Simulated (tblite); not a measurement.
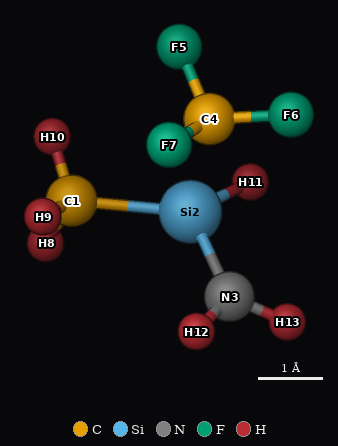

The structure (ball-and-stick view, seen at a tilt; atoms are numbered from 1 in the order of the input). Sticks are drawn by distance; a stretched bond gets none, so the picture shows separate pieces.

Frequency calculation of C$_{2}$H$_{6}$F$_{3}$NSi (charge +1)

- system: C$_{2}$H$_{6}$F$_{3}$NSi, charge +1, multiplicity 2
- method: GFN2-xTB harmonic vibrations, gas phase (tblite 0.8.0)

It belongs to a series of runs on one base structure; here: electron removed.

Input:
```
{"job": {"kind": "ir", "xc": "GFN2-xTB", "basis": "xTB"}, "charge": 1, "multiplicity": 2}
C      1.718465    -0.012821    -0.057171
Si     0.056951    -0.499187     0.696232
N     -0.903265    -1.564907    -0.215544
C     -0.958794     1.331511     0.131850
F     -0.323885     2.327323     0.697925
F     -2.185629     1.231601     0.576195
F     -0.927962     1.428461    -1.175086
H      2.439450    -0.814468     0.103070
H      1.647168     0.162267    -1.133113
H      2.122946     0.890684     0.401982
H     -0.280995    -0.570240     2.106196
H     -0.779691    -1.755351    -1.203329
H     -1.629147    -2.154386     0.174472
```

The first line tells a small driver script what to run in tblite; the rest is the geometry in Å.

Launch command:
```bash
OMP_NUM_THREADS=1 python <driver script> task.json out
```

Output:
```
mode    cm-1     km/mol
  1      37.5      0.13
  2     107.9      1.04
  3     120.6      0.74
  4     127.4      0.12
  5     156.8      1.74
  6     177.5      0.46
  7     196.2      0.43
  8     218.5      9.75
  9     223.6     13.63
 10     456.9     10.87
 11     457.4     10.23
 12     517.2    116.53
 13     543.6    100.06
 14     561.5    153.29
 15     611.8     27.86
 16     708.2      7.47
 17     757.8     89.31
 18     814.3     59.82
 19     820.2     71.18
 20     941.0     98.15
 21     997.0    288.18
 22    1195.1    276.56
 23    1200.6    281.11
 24    1313.4     11.09
 25    1381.2     18.49
 26    1392.6     10.58
 27    1425.7     91.15
 28    2363.0     85.10
 29    2981.1     15.41
 30    2998.6     12.79
 31    3008.6     27.02
 32    3384.8    180.54
 33    3411.5     64.34
```

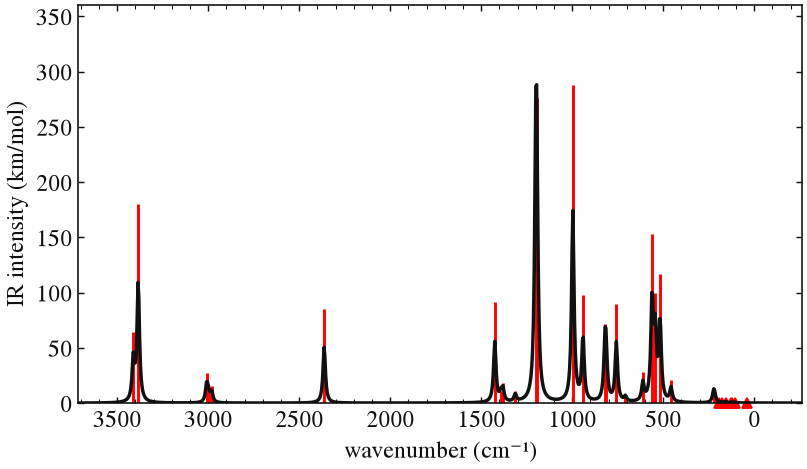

Harmonic infrared spectrum, unscaled: sticks (degenerate modes added up, dark ones marked on the axis) with a Lorentzian envelope of 16 cm⁻¹ full width, scaled to the tallest stick. 33 modes from 38 to 3412 cm⁻¹, none imaginary. The strongest line is at 997 cm⁻¹ (288 km/mol).

Summary:

- outcome: converged
- total energy: −699.3712 eV
- zero-point energy: 50.9060 kcal/mol
- hardware: 1 CPU thread, shared host
- peak memory: 0.18 GiB
